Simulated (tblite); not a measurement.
**Geometry relaxation of CH₄FGeO**

- system: CH₄FGeO, multiplicity 2
- method: GFN2-xTB geometry optimisation, gas phase (tblite 0.8.0)

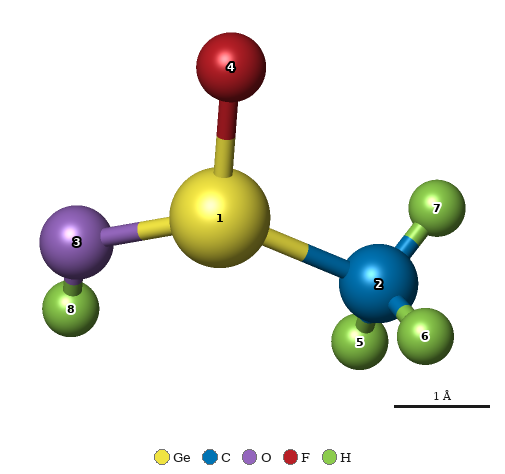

The structure as given in the input (ball-and-stick view, seen at a tilt; atoms are numbered from 1 in the order of the input). Sticks mark near contacts. Bond lengths as drawn: C–Ge 1.94 Å, C–H 1.04 to 1.06 Å, F–Ge 1.79 Å, Ge–O 1.85 Å and H–O 0.98 Å.

Key numbers:

- outcome: converged
- total energy: −406.9606 eV
- hardware: 1 CPU thread, shared host
- wall time: 2 s
- peak memory: 0.18 GiB

Input file:
```
{"job": {"kind": "relax", "xc": "GFN2-xTB", "basis": "xTB"}, "charge": 0, "multiplicity": 2}
Ge    -0.289079     0.184124     1.482668
C      0.447683    -0.027722    -0.298642
O      0.768821    -0.388554     2.892115
F     -2.037535    -0.154307     1.624701
H      1.452642    -0.280738    -0.223792
H      0.341143     0.882499    -0.834434
H     -0.070587    -0.779227    -0.804481
H      1.745119    -0.499281     2.824812
```

The first line tells a small driver script what to run in tblite; the rest is the geometry in Å.

Launched with:
```bash
OMP_NUM_THREADS=1 python <driver script> task.json out
```

What the program printed:
```
step      E/eV     max force
  0    -405.93516    3.470
  1    -406.21001    2.626
  2    -406.50292    1.120
  3    -406.56029    0.632
  4    -406.59118    0.509
  5    -406.61086    0.567
  6    -406.63405    0.570
  7    -406.66907    0.474
  8    -406.71049    0.686
  9    -406.74119    0.706
 10    -406.76746    0.548
 11    -406.79139    0.545
 12    -406.80351    0.331
 13    -406.81026    0.224
 14    -406.81279    0.142
 15    -406.81458    0.117
 16    -406.81620    0.120
 17    -406.81774    0.159
 18    -406.81967    0.178
 19    -406.82201    0.163
 20    -406.82411    0.138
 21    -406.82524    0.068
 22    -406.82570    0.068
 23    -406.82613    0.064
 24    -406.82690    0.110
 25    -406.82791    0.126
 26    -406.82902    0.125
 27    -406.82993    0.099
 28    -406.83086    0.102
 29    -406.83155    0.103
 30    -406.83232    0.066
 31    -406.83275    0.064
 32    -406.83316    0.067
 33    -406.83362    0.078
 34    -406.83421    0.091
 35    -406.83468    0.077
 36    -406.83532    0.103
 37    -406.83611    0.122
 38    -406.83707    0.098
 39    -406.83751    0.055
 40    -406.83775    0.067
 41    -406.83792    0.058
 42    -406.83822    0.072
 43    -406.83880    0.108
 44    -406.83977    0.089
 45    -406.84019    0.031
 46    -406.84028    0.091
 47    -406.84041    0.034
 48    -406.84049    0.038
 49    -406.84082    0.040
 50    -406.84096    0.050
 51    -406.84132    0.073
 52    -406.84172    0.086
 53    -406.84228    0.129
 54    -406.84293    0.102
 55    -406.84264    0.511
 56    -406.84462    0.124
 57    -406.84576    0.132
 58    -406.82011    1.742
 59    -406.84783    0.066
 60    -406.84910    0.071
 61    -406.81817    1.287
 62    -406.84907    0.173
 63    -406.85135    0.342
 64    -406.83312    1.694
 65    -406.85461    0.308
 66    -406.85700    0.310
 67    -406.83879    1.841
 68    -406.86341    0.186
 69    -406.86776    0.219
 70    -406.84950    1.792
 71    -406.87389    0.193
 72    -406.87793    0.254
 73    -406.85816    1.740
 74    -406.88332    0.249
 75    -406.88654    0.296
 76    -406.87272    1.563
 77    -406.89226    0.279
 78    -406.89537    0.310
 79    -406.88863    1.387
 80    -406.90284    0.273
 81    -406.90654    0.290
 82    -406.90596    1.240
 83    -406.91733    0.211
 84    -406.92191    0.208
 85    -406.92145    1.158
 86    -406.93275    0.105
 87    -406.93653    0.108
 88    -406.93296    1.009
 89    -406.94227    0.081
 90    -406.94456    0.085
 91    -406.94427    0.814
 92    -406.94997    0.070
 93    -406.95198    0.078
 94    -406.95485    0.419
 95    -406.95659    0.045
 96    -406.95700    0.031
 97    -406.95716    0.081
 98    -406.95735    0.040
 99    -406.95747    0.027
100    -406.95772    0.039
101    -406.95781    0.028
102    -406.95790    0.030
103    -406.95796    0.033
104    -406.95800    0.031
105    -406.95802    0.026
106    -406.95806    0.021
107    -406.95811    0.024
108    -406.95818    0.027
109    -406.95824    0.025
110    -406.95829    0.020
111    -406.95832    0.017
112    -406.95836    0.018
113    -406.95838    0.016
114    -406.95841    0.019
115    -406.95843    0.017
116    -406.95846    0.030
117    -406.95850    0.036
118    -406.95857    0.059
119    -406.95868    0.059
120    -406.95883    0.064
121    -406.95903    0.066
122    -406.95928    0.063
123    -406.95949    0.063
124    -406.95981    0.067
125    -406.96016    0.050
126    -406.95993    0.123
127    -406.96041    0.036
128    -406.96048    0.025
129    -406.96058    0.020
130    -406.96061    0.011
131    -406.96062    0.008
```

Trajectory as extended XYZ (Å, eV, eV/Å), 26 of the 28 frames kept, from step=0 to step=131:
```
8
Properties=species:S:1:pos:R:3:forces:R:3 step=0 energy=-405.93516
Ge   -0.2891    0.1841    1.4827    0.4280   2.4380   2.4320
C     0.4477   -0.0277   -0.2986   -0.0940  -0.1270  -0.9830
O     0.7688   -0.3886    2.8921    0.9550  -0.7150  -0.2400
F    -2.0375   -0.1543    1.6247   -0.8930  -0.8890  -0.0500
H     1.4526   -0.2807   -0.2238    1.7390  -0.3930   0.1010
H     0.3411    0.8825   -0.8344   -0.1120   0.7620  -0.3690
H    -0.0706   -0.7792   -0.8045   -0.7940  -1.2010  -0.8820
H     1.7451   -0.4993    2.8248   -1.2300   0.1260  -0.0090
8
Properties=species:S:1:pos:R:3:forces:R:3 step=5 energy=-406.61086
Ge   -0.2620    0.4283    1.6608   -0.1290   0.0010  -0.1380
C     0.4756   -0.0503   -0.3758   -0.1040   0.1260   0.2840
O     0.7535   -0.4679    2.8727   -0.1520  -0.1300  -0.1890
F    -2.0716   -0.2462    1.6300    0.5520  -0.0400   0.1190
H     1.5183   -0.2999   -0.2346   -0.0280  -0.0510  -0.0660
H     0.3416    0.9024   -0.8648    0.0610  -0.0260  -0.2160
H    -0.1073   -0.8367   -0.8400    0.0290   0.0700   0.2150
H     1.7100   -0.4928    2.8147   -0.2310   0.0510  -0.0080
8
Properties=species:S:1:pos:R:3:forces:R:3 step=10 energy=-406.76746
Ge   -0.2685    0.5187    1.6464    0.5390   0.0270  -0.0900
C     0.4626    0.0036   -0.3119    0.1660  -0.1430  -0.4750
O     0.6519   -0.5477    2.7747   -0.1760   0.0290  -0.1600
F    -1.8469   -0.3131    1.6882   -0.1880  -0.2130   0.0470
H     1.5001   -0.3142   -0.2567   -0.0380   0.1650   0.2580
H     0.3724    0.8720   -0.9536   -0.0160   0.0470   0.0910
H    -0.1162   -0.8136   -0.7292   -0.2340   0.0550   0.2830
H     1.6028   -0.4688    2.8051   -0.0540   0.0320   0.0460
8
Properties=species:S:1:pos:R:3:forces:R:3 step=15 energy=-406.81458
Ge   -0.2230    0.5369    1.6173   -0.0550  -0.0140   0.0200
C     0.4748    0.0072   -0.3438   -0.0390   0.0570   0.0830
O     0.6208   -0.5688    2.7278    0.0790   0.0070  -0.0670
F    -1.8005   -0.3482    1.7063   -0.0150   0.0150  -0.0570
H     1.5034   -0.2981   -0.2271    0.0740  -0.0130   0.0000
H     0.3775    0.8761   -0.9745   -0.0020   0.0200  -0.1040
H    -0.1587   -0.8059   -0.6626   -0.0700  -0.0380   0.0160
H     1.5638   -0.4624    2.8195    0.0280  -0.0330   0.1080
8
Properties=species:S:1:pos:R:3:forces:R:3 step=20 energy=-406.82411
Ge   -0.2286    0.5473    1.6170    0.0850   0.0060   0.0220
C     0.4706    0.0212   -0.3414   -0.0020  -0.0090  -0.0690
O     0.6438   -0.5798    2.6844    0.0270  -0.0320   0.0010
F    -1.7979   -0.3565    1.6824    0.0000   0.0000  -0.0370
H     1.5033   -0.2896   -0.2213   -0.1360   0.0090  -0.0210
H     0.3792    0.8648   -1.0142   -0.0160  -0.0620   0.0580
H    -0.1840   -0.7962   -0.6222    0.0930   0.0550   0.0230
H     1.5718   -0.4743    2.8783   -0.0510   0.0340   0.0240
8
Properties=species:S:1:pos:R:3:forces:R:3 step=25 energy=-406.82791
Ge   -0.2074    0.5531    1.6170   -0.0220  -0.0330   0.0430
C     0.4615    0.0319   -0.3437   -0.0100  -0.0210   0.0480
O     0.6557   -0.6044    2.6596    0.0390  -0.0030   0.0040
F    -1.7813   -0.3568    1.6573    0.0430   0.0480  -0.0290
H     1.4841   -0.2882   -0.2220    0.1180   0.0010  -0.0140
H     0.3695    0.8581   -1.0298   -0.0370   0.0580  -0.0170
H    -0.1861   -0.7919   -0.5970   -0.0890  -0.0680  -0.0580
H     1.5621   -0.4650    2.9216   -0.0420   0.0180   0.0230
8
Properties=species:S:1:pos:R:3:forces:R:3 step=30 energy=-406.83232
Ge   -0.1872    0.5435    1.6271    0.0290   0.0190  -0.0470
C     0.4529    0.0245   -0.3466    0.0070  -0.0050  -0.0090
O     0.6750   -0.6305    2.6559    0.0350   0.0080   0.0160
F    -1.7708   -0.3331    1.6201   -0.0200  -0.0190   0.0260
H     1.4842   -0.2834   -0.2340   -0.0210   0.0150  -0.0610
H     0.3431    0.8625   -1.0216   -0.0020  -0.0420   0.0430
H    -0.1962   -0.8020   -0.6066    0.0290   0.0400   0.0130
H     1.5572   -0.4447    2.9686   -0.0580  -0.0170   0.0200
8
Properties=species:S:1:pos:R:3:forces:R:3 step=40 energy=-406.83775
Ge   -0.1417    0.5405    1.6163    0.0170  -0.0040  -0.0020
C     0.4540    0.0224   -0.3616   -0.0170   0.0040  -0.0050
O     0.7064   -0.6561    2.6269    0.0460   0.0020   0.0480
F    -1.7445   -0.3151    1.6020    0.0040   0.0060   0.0200
H     1.4923   -0.2769   -0.3225   -0.0080   0.0370   0.0150
H     0.2906    0.8670   -1.0148    0.0090  -0.0210  -0.0380
H    -0.2013   -0.8071   -0.5885   -0.0010  -0.0030  -0.0270
H     1.5024   -0.4379    3.1051   -0.0510  -0.0220  -0.0110
8
Properties=species:S:1:pos:R:3:forces:R:3 step=45 energy=-406.84019
Ge   -0.1067    0.5335    1.6138   -0.0060   0.0080  -0.0020
C     0.4456    0.0250   -0.3814    0.0160   0.0030   0.0090
O     0.7281   -0.6734    2.6279    0.0060   0.0090  -0.0260
F    -1.7238   -0.2984    1.6072   -0.0020   0.0100   0.0140
H     1.4900   -0.2522   -0.3601    0.0100  -0.0100   0.0160
H     0.2634    0.8616   -1.0406   -0.0310  -0.0040   0.0040
H    -0.2008   -0.8153   -0.5939    0.0130  -0.0040  -0.0190
H     1.4624   -0.4441    3.1901   -0.0080  -0.0120   0.0040
8
Properties=species:S:1:pos:R:3:forces:R:3 step=50 energy=-406.84096
Ge   -0.0907    0.5332    1.6092   -0.0160   0.0010   0.0060
C     0.4468    0.0236   -0.3892   -0.0250  -0.0020   0.0070
O     0.7392   -0.6764    2.6221    0.0380   0.0040  -0.0160
F    -1.7164   -0.2860    1.6194   -0.0010   0.0170   0.0000
H     1.4938   -0.2425   -0.3801    0.0180   0.0070   0.0070
H     0.2398    0.8576   -1.0437    0.0130   0.0290  -0.0050
H    -0.1920   -0.8209   -0.6052    0.0000  -0.0470   0.0170
H     1.4377   -0.4519    3.2306   -0.0270  -0.0110  -0.0170
8
Properties=species:S:1:pos:R:3:forces:R:3 step=55 energy=-406.84264
Ge   -0.0860    0.5564    1.6004    0.0240  -0.0190  -0.0120
C     0.4368    0.0245   -0.3920    0.0430  -0.0090  -0.0030
O     0.7934   -0.6722    2.5411    0.3480   0.0660   0.3460
F    -1.7191   -0.2544    1.6522   -0.0420   0.0050  -0.0020
H     1.4948   -0.2047   -0.3518   -0.0650   0.0350  -0.0580
H     0.2115    0.8396   -1.0688    0.0250  -0.0640   0.0580
H    -0.1628   -0.8540   -0.5955    0.0140   0.0480   0.0390
H     1.3896   -0.4985    3.2772   -0.3480  -0.0620  -0.3690
8
Properties=species:S:1:pos:R:3:forces:R:3 step=60 energy=-406.84910
Ge   -0.0706    0.5507    1.5939   -0.0100  -0.0220   0.0260
C     0.4373    0.0161   -0.3904    0.0180   0.0230  -0.0120
O     0.8113   -0.6759    2.5332    0.0660  -0.0100  -0.0240
F    -1.7226   -0.2329    1.6652   -0.0070   0.0120  -0.0070
H     1.4979   -0.1877   -0.3813    0.0430  -0.0330   0.0040
H     0.1956    0.8359   -1.0514   -0.0520  -0.0040  -0.0380
H    -0.1492   -0.8689   -0.5990   -0.0040   0.0310   0.0410
H     1.3584   -0.5004    3.2928   -0.0550   0.0030   0.0100
8
Properties=species:S:1:pos:R:3:forces:R:3 step=65 energy=-406.85461
Ge   -0.0600    0.5522    1.5886   -0.0230   0.0010   0.0260
C     0.4379    0.0165   -0.3920    0.0040  -0.0010  -0.0220
O     0.8408   -0.6773    2.5032    0.2240   0.0420   0.2070
F    -1.7261   -0.2132    1.6829    0.0100   0.0110  -0.0090
H     1.5025   -0.1687   -0.3900    0.0220  -0.0280  -0.0010
H     0.1747    0.8261   -1.0582   -0.0450  -0.0190  -0.0270
H    -0.1349   -0.8817   -0.5872    0.0140   0.0530   0.0350
H     1.3233   -0.5171    3.3156   -0.2050  -0.0580  -0.2080
8
Properties=species:S:1:pos:R:3:forces:R:3 step=70 energy=-406.84950
Ge   -0.0201    0.5661    1.5687   -0.0100   0.0370  -0.0330
C     0.4491    0.0202   -0.4055   -0.0500  -0.0270  -0.1370
O     0.9707   -0.6686    2.3802    0.3140   0.2090   1.7520
F    -1.7371   -0.1149    1.8298    0.1190  -0.0090  -0.0330
H     1.5309   -0.0631   -0.4338   -0.1440   0.0030  -0.0060
H     0.0758    0.7607   -1.1076    0.0450  -0.1130   0.1130
H    -0.0383   -0.9420   -0.5326    0.0640   0.1070   0.0130
H     1.1272   -0.6215    3.3637   -0.3370  -0.2070  -1.6680
8
Properties=species:S:1:pos:R:3:forces:R:3 step=75 energy=-406.88654
Ge   -0.0240    0.5651    1.5729    0.0110   0.0450  -0.0200
C     0.4489    0.0213   -0.4071   -0.0270  -0.0200  -0.0120
O     0.9442   -0.6682    2.4110    0.1380   0.1200   0.2330
F    -1.7264   -0.1321    1.8156    0.0600  -0.0070  -0.0400
H     1.5265   -0.0792   -0.4325   -0.0500   0.0060  -0.0050
H     0.0895    0.7672   -1.1042    0.0000  -0.0150   0.0380
H    -0.0510   -0.9292   -0.5376   -0.0010  -0.0130   0.0010
H     1.1505   -0.6081    3.3447   -0.1300  -0.1170  -0.1950
8
Properties=species:S:1:pos:R:3:forces:R:3 step=80 energy=-406.90284
Ge    0.0003    0.5787    1.5633    0.0180   0.0640  -0.0220
C     0.4537    0.0214   -0.4192   -0.0330  -0.0280  -0.0030
O     0.9840   -0.6521    2.3859    0.0800   0.1250   0.2290
F    -1.7057   -0.0923    1.8939    0.0700  -0.0100  -0.0580
H     1.5347   -0.0314   -0.4634   -0.0770   0.0120  -0.0090
H     0.0429    0.7323   -1.1253    0.0200  -0.0180   0.0570
H    -0.0040   -0.9541   -0.5133   -0.0020  -0.0250  -0.0160
H     1.0523   -0.6657    3.3411   -0.0770  -0.1190  -0.1780
8
Properties=species:S:1:pos:R:3:forces:R:3 step=85 energy=-406.92145
Ge    0.0797    0.6319    1.5424    0.0020   0.0420   0.0480
C     0.4482    0.0010   -0.4408    0.0290  -0.0160  -0.0870
O     1.0595   -0.5814    2.3871   -0.2160  -0.2260   1.1140
F    -1.6075    0.0076    2.0327    0.0290  -0.0160  -0.0730
H     1.5253    0.0755   -0.5550   -0.1350  -0.0500  -0.0060
H    -0.0782    0.6487   -1.1337    0.0260  -0.0900   0.0710
H     0.1010   -1.0266   -0.4809    0.0260   0.1330   0.0090
H     0.8301   -0.8200    3.3111    0.2380   0.2220  -1.0770
8
Properties=species:S:1:pos:R:3:forces:R:3 step=90 energy=-406.94456
Ge    0.1037    0.6416    1.5463    0.0360   0.0190   0.0570
C     0.4412   -0.0061   -0.4354    0.0140   0.0230  -0.0480
O     1.0658   -0.5668    2.4202    0.0500   0.0220   0.0660
F    -1.5818    0.0151    1.9959   -0.0320  -0.0230  -0.0450
H     1.5099    0.0708   -0.5807    0.0200  -0.0480   0.0050
H    -0.0975    0.6427   -1.1121   -0.0510  -0.0200  -0.0060
H     0.0947   -1.0305   -0.4771   -0.0130   0.0400   0.0400
H     0.8221   -0.8300    3.3059   -0.0230  -0.0140  -0.0690
8
Properties=species:S:1:pos:R:3:forces:R:3 step=95 energy=-406.95659
Ge    0.1725    0.6771    1.5593    0.0240  -0.0010  -0.0180
C     0.4320   -0.0104   -0.4301   -0.0180  -0.0150  -0.0080
O     1.1179   -0.5210    2.4721   -0.0090   0.0100   0.0130
F    -1.5256    0.0396    1.9315   -0.0050  -0.0200   0.0110
H     1.4852    0.0690   -0.6548    0.0450  -0.0050   0.0040
H    -0.1711    0.6063   -1.0808   -0.0220   0.0110  -0.0160
H     0.0941   -1.0383   -0.4103   -0.0070   0.0250   0.0350
H     0.7533   -0.8856    3.2761   -0.0070  -0.0050  -0.0210
8
Properties=species:S:1:pos:R:3:forces:R:3 step=105 energy=-406.95802
Ge    0.1812    0.6949    1.5589   -0.0040   0.0030   0.0010
C     0.4315   -0.0077   -0.4263   -0.0070  -0.0050  -0.0090
O     1.1264   -0.4997    2.4735    0.0150  -0.0060   0.0200
F    -1.5089    0.0321    1.9289   -0.0030  -0.0030   0.0070
H     1.4839    0.0648   -0.6610    0.0020  -0.0070   0.0070
H    -0.1808    0.5927   -1.0840   -0.0010   0.0130  -0.0030
H     0.0899   -1.0324   -0.3705    0.0040  -0.0050  -0.0050
H     0.7350   -0.9079    3.2435   -0.0060   0.0100  -0.0170
8
Properties=species:S:1:pos:R:3:forces:R:3 step=110 energy=-406.95829
Ge    0.1787    0.7004    1.5596    0.0050  -0.0190  -0.0040
C     0.4305   -0.0097   -0.4287   -0.0110  -0.0030   0.0080
O     1.1333   -0.4854    2.4782    0.0080   0.0080  -0.0030
F    -1.5059    0.0293    1.9447    0.0050  -0.0030  -0.0020
H     1.4836    0.0632   -0.6597    0.0050   0.0060   0.0030
H    -0.1817    0.5905   -1.0867    0.0060   0.0030  -0.0030
H     0.0924   -1.0354   -0.3721   -0.0090   0.0030  -0.0010
H     0.7272   -0.9163    3.2276   -0.0080   0.0060   0.0020
8
Properties=species:S:1:pos:R:3:forces:R:3 step=115 energy=-406.95843
Ge    0.1810    0.6967    1.5580    0.0000   0.0160   0.0040
C     0.4282   -0.0100   -0.4296    0.0020   0.0050   0.0020
O     1.1386   -0.4805    2.4843    0.0060   0.0010  -0.0130
F    -1.5020    0.0254    1.9455    0.0010  -0.0110   0.0000
H     1.4819    0.0618   -0.6584    0.0050  -0.0050  -0.0020
H    -0.1806    0.5921   -1.0890    0.0010   0.0070   0.0010
H     0.0870   -1.0344   -0.3751   -0.0070  -0.0130  -0.0030
H     0.7240   -0.9143    3.2271   -0.0080  -0.0010   0.0110
8
Properties=species:S:1:pos:R:3:forces:R:3 step=120 energy=-406.95883
Ge    0.1600    0.7003    1.5590   -0.0040  -0.0390   0.0130
C     0.4239   -0.0062   -0.4302    0.0070  -0.0160  -0.0110
O     1.1468   -0.4569    2.4858    0.0040   0.0400  -0.0500
F    -1.5036   -0.0215    1.9474    0.0100   0.0040  -0.0030
H     1.4855    0.0386   -0.6301   -0.0080  -0.0190   0.0040
H    -0.1482    0.6122   -1.1085   -0.0010  -0.0090   0.0360
H     0.0534   -1.0225   -0.3835    0.0120   0.0430  -0.0090
H     0.7404   -0.9072    3.2230   -0.0190  -0.0040   0.0200
8
Properties=species:S:1:pos:R:3:forces:R:3 step=125 energy=-406.96016
Ge    0.1031    0.6860    1.5593   -0.0010   0.0250  -0.0440
C     0.4220    0.0004   -0.4303    0.0020   0.0090   0.0140
O     1.1605   -0.4061    2.4792   -0.0090  -0.0190   0.0230
F    -1.5157   -0.1296    1.9465    0.0010  -0.0120   0.0040
H     1.4945   -0.0288   -0.5646   -0.0230  -0.0050  -0.0060
H    -0.0681    0.6665   -1.1260    0.0130   0.0260   0.0090
H    -0.0243   -0.9841   -0.4286    0.0070  -0.0290   0.0100
H     0.7862   -0.8676    3.2275    0.0090   0.0050  -0.0100
8
Properties=species:S:1:pos:R:3:forces:R:3 step=130 energy=-406.96061
Ge    0.0780    0.6828    1.5548    0.0050  -0.0010   0.0100
C     0.4191    0.0023   -0.4283    0.0000  -0.0010  -0.0030
O     1.1659   -0.3773    2.4800   -0.0100  -0.0020   0.0000
F    -1.5163   -0.1830    1.9405    0.0070  -0.0030   0.0010
H     1.4923   -0.0637   -0.5385   -0.0080  -0.0020   0.0010
H    -0.0281    0.6948   -1.1276    0.0020  -0.0030   0.0010
H    -0.0605   -0.9671   -0.4456    0.0050   0.0050  -0.0030
H     0.8078   -0.8521    3.2277   -0.0010   0.0080  -0.0060
8
Properties=species:S:1:pos:R:3:forces:R:3 step=131 energy=-406.96062
Ge    0.0783    0.6827    1.5548   -0.0010   0.0050   0.0060
C     0.4188    0.0022   -0.4284   -0.0010  -0.0010  -0.0020
O     1.1659   -0.3759    2.4807   -0.0020  -0.0060   0.0010
F    -1.5153   -0.1841    1.9409    0.0060  -0.0030   0.0010
H     1.4918   -0.0646   -0.5387   -0.0010  -0.0020   0.0000
H    -0.0277    0.6955   -1.1272    0.0000  -0.0030  -0.0010
H    -0.0609   -0.9671   -0.4465    0.0020   0.0040  -0.0030
H     0.8073   -0.8518    3.2274   -0.0020   0.0060  -0.0030
```
